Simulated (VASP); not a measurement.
Energy against volume of PtAl₂ (fluorite). Method: PBE GGA with D3 dispersion (zero damping), VASP's PBE PAW potentials (set 64) (plane waves; VASP).

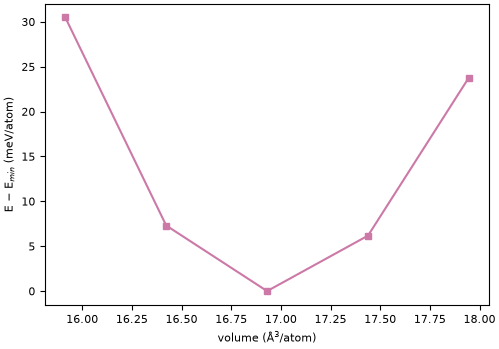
Figure: Energy against volume

Problem. Estimate the equilibrium volume and the bulk modulus.

Solution. The minimum lies near 16.9 Å³/atom, and the curvature gives B0 of about 140 GPa.

The compound is PtAl2 in the fluorite structure. It was relaxed first.
